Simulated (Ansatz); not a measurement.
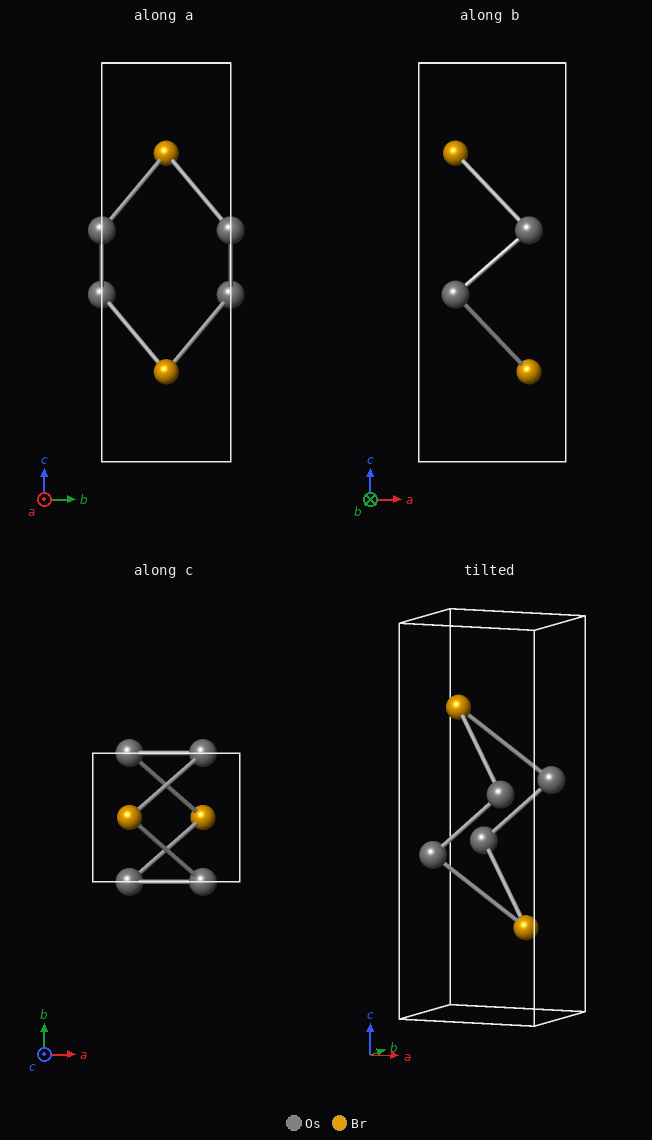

Structure drawing (ball-and-stick), viewed along the a axis, along the b axis, along the c axis and slightly off an axis. The conventional unit cell is outlined; an atom on or near a face, edge or corner is repeated at each equivalent position.

Lattice parameters: a = 3.4803 Å, b = 3.0518 Å, c = 9.4505 Å, α = 90.000°, β = 90.000°, γ = 90.000°.

Reconstruct the structure as a CIF in P1 with every atom of the cell, with free fractional coordinates to two decimals.

```cif
data_structure
_symmetry_space_group_name_H-M 'P 1'
_symmetry_Int_Tables_number 1
_cell_length_a 3.4803
_cell_length_b 3.0518
_cell_length_c 9.4505
_cell_angle_alpha 90.000
_cell_angle_beta 90.000
_cell_angle_gamma 90.000
_cell_volume 100.38
loop_
_atom_site_label
_atom_site_type_symbol
_atom_site_fract_x
_atom_site_fract_y
_atom_site_fract_z
_atom_site_occupancy
Os1 Os 0.75 0.00 0.58 1
Os2 Os 0.25 0.00 0.42 1
Br1 Br 0.75 0.50 0.23 1
Br2 Br 0.25 0.50 0.77 1
```

The structure was taken from a textbook structure type filled with these elements (whether it is the usual form wasn't checked). The picture shows the end point of a geometry optimisation with DFT PBE, scalar-relativistic, plane waves, PAW (Ansatz 0.2.0).
